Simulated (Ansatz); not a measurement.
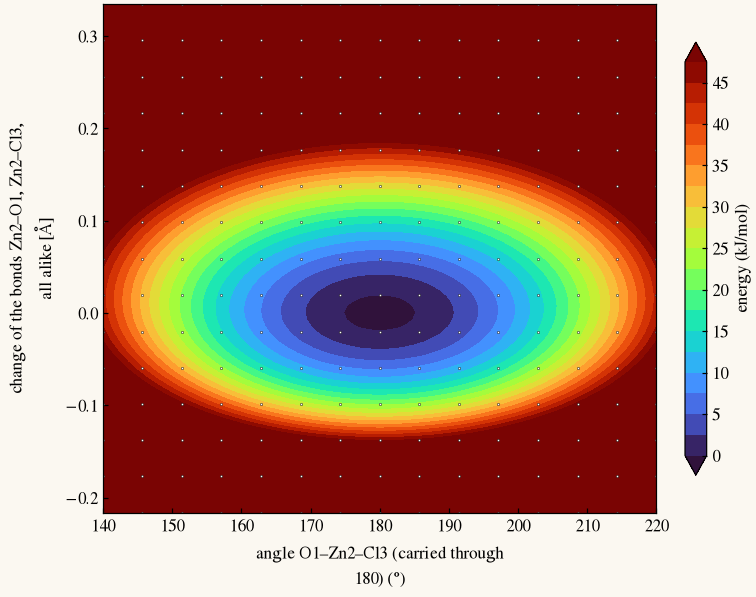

ClOZn, SMILES [O-][Zn][Cl], charge −1. Coordinates scanned: (1) angle O1–Zn2–Cl3 (carried through 180); (2) change of the bonds Zn2–O1, Zn2–Cl3, all alike. Nothing is relaxed (all other coordinates rigid). The grid has 15 × 15 points; 120 points were computed and 105 follow by symmetry. Points are written as (first, second). Energies are in kJ/mol, from the lowest grid point. Method: RHF/def2-TZVPD in Ansatz.

In the figure: filled contours, dots at the grid points, one colour for all values above the top of the scale. Between grid points the surface is interpolated.

Estimate the position of the minimum and the force constants in these coordinates.

Answer. The interpolated minimum is at the first coordinate ≈ 180.0°, the second coordinate ≈ 0.000 Å. The curvatures there are about 1.9 eV/rad² and 41 eV/Å², with a cross term of about 0 eV/(rad·Å). Round the minimum the two coordinates are nearly uncoupled. (1 eV is 96.5 kJ/mol.)
